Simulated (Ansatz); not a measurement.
# Convergence study of the plane-wave cutoff for KHgF3 (Cmm2, 5 atoms in the cell)

```
CELL_PARAMETERS angstrom
      3.19236    -3.19847     0.00000
      3.19236     3.19847     0.00000
      0.00000     0.00000     4.51082
ATOMIC_POSITIONS crystal
  K  0.00000 0.00000 0.51108
  Hg 0.50000 0.50000 0.00000
  F  0.00000 0.50000 0.00000
  F  0.50000 0.00000 0.00000
  F  0.50000 0.50000 0.50000
```

Method: LDA (PW92), default PAW files made with PBE (plane waves; Ansatz, an electronic-structure program).

Base settings: basis.ecutwfc = 30.9 Ry; kpoints.mp_grid.grid = 5 5 5; hamiltonian.xc = lda; hamiltonian.pseudopotentials = {kind: paw} (the program's default PAW files); scf.occupations.method = fixed.

The second cell is the first with its lattice scaled by 0.98.

The mesh stays at the base's, so the ladder's end is converged at best in this setting alone.

The first pressure column holds Ansatz's estimate of the finite-basis (Pulay) stress, which hides part of the cutoff error; the other is without it.

Only quantities that move along the ladder and can be compared are tabulated.

The count of work is k-points × plane waves × bands × iterations; it is no time. 

The starting cell comes from a database of computed structures (which also holds hypothetical and non-ambient phases and stackings), without a prior relaxation at this level. Its lattice was rescaled by up to half a per cent. One atom was moved a little off its site on purpose. In the base run, with a pressure of about -3 GPa the cell is away from its equilibrium volume at this level.

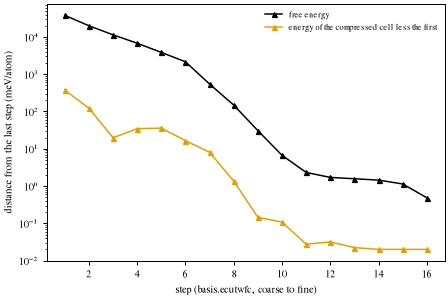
Fig. 1. Distance from the last step along the ladder; very small values are drawn at a floor.

```csv
basis.ecutwfc,free energy less the last step's (meV/atom),energy of the compressed cell less the first (meV/atom),pressure (GPa),pressure without the Pulay estimate (GPa),largest difference of a force vector from the last step's (eV/Å),count of work / last
10.7 Ry,38081.48,363.78,30.77,-819.08,0.022,0.061
12.5 Ry,19962.92,-132.59,5.02,-528.67,0.176,0.069
14 Ry,11408.84,-29.90,-10.25,-351.16,0.026,0.087
15.4 Ry,6778.88,-44.67,-11.24,-235.86,0.051,0.10
16.9 Ry,3850.02,-45.94,-7.08,-151.46,0.004,0.11
18.4 Ry,2152.99,-26.65,-3.85,-95.81,0.008,0.12
21.7 Ry,544.31,-2.07,-3.39,-32.92,0.011,0.15
24.6 Ry,148.40,-8.77,-3.35,-13.12,0.003,0.20
27.9 Ry,30.68,-10.27,-3.24,-5.74,0.000,0.23
30.9 Ry,6.67,-10.02,-3.23,-3.80,0.000,0.27
33.8 Ry,2.32,-10.10,-3.23,-3.33,0.000,0.31
37.1 Ry,1.71,-10.09,-3.23,-3.24,0.000,0.35
41.5 Ry,1.57,-10.10,-3.23,-3.24,0.000,0.42
46.3 Ry,1.44,-10.11,-3.23,-3.24,0.000,0.49
54 Ry,1.14,-10.12,-3.23,-3.25,0.000,0.62
61.7 Ry,0.48,-10.12,-3.23,-3.26,0.000,0.76
74.2 Ry,0.00,-10.12,-3.23,-3.23,0.000,1.0
```

Coarsest basis.ecutwfc that holds the pressure without the Pulay estimate within 0.5 GPa of the last step, with all finer ones: 33.8 Ry, at 0.31 of the last step's count of work; the step before is off by 0.56 GPa.

Coarsest basis.ecutwfc that holds the forces within 0.01 eV/Å of the last step, with all finer ones: 24.6 Ry, at 0.20 of the last step's count of work; the step before is off by 0.011 eV/Å.

Coarsest basis.ecutwfc that holds the free energy within 5 meV/atom of the last step, with all finer ones: 33.8 Ry, at 0.31 of the last step's count of work; the step before is off by 6.7 meV/atom.

The energy difference between the two cells stays within 1 meV/atom of the last step's from 27.9 Ry on, the total only from 61.7 Ry on: much of the error is common to both cells and cancels.

At the lowest cutoff the pressure without the Pulay estimate lies 816 GPa under the last step's, the usual sign of Pulay stress in an incomplete plane-wave basis.

Keys are those of Ansatz 0.2.
